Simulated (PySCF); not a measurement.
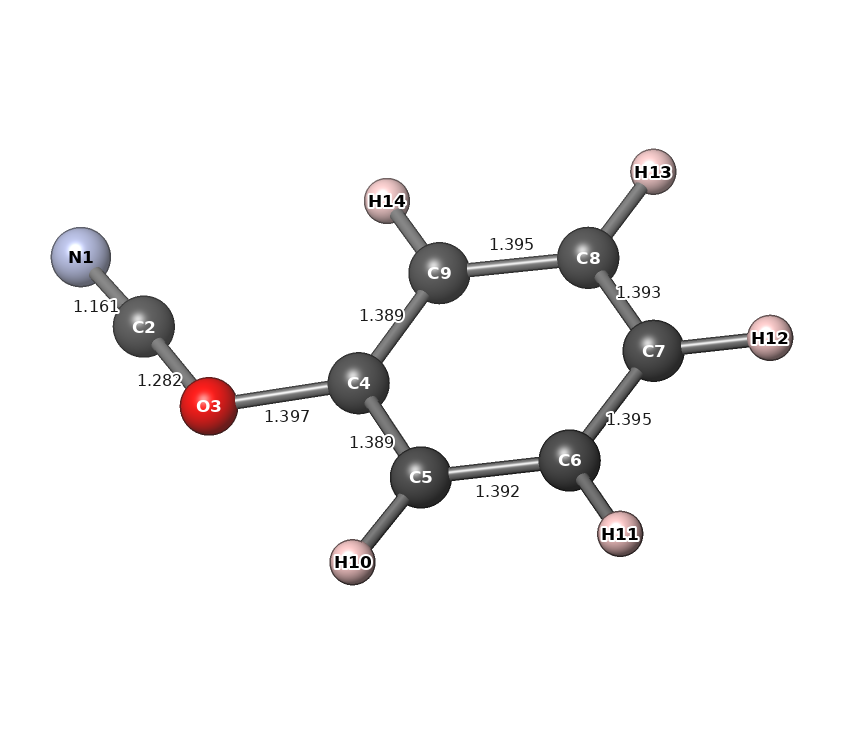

Bond lengths are marked in Å; every bond is drawn as one stick. The geometry was computed by an optimisation with PBE0-D3(BJ)/def2-SVP. No frequency run is at hand to confirm it as a minimum.

> Which of the marked bonds are single, double, triple or aromatic?

N1–C2 triple; C2–O3 single; O3–C4 single; C4–C5 aromatic; C4–C9 aromatic; C5–C6 aromatic; C6–C7 aromatic; C7–C8 aromatic; C8–C9 aromatic.

> Write the SMILES.

N#COc1ccccc1
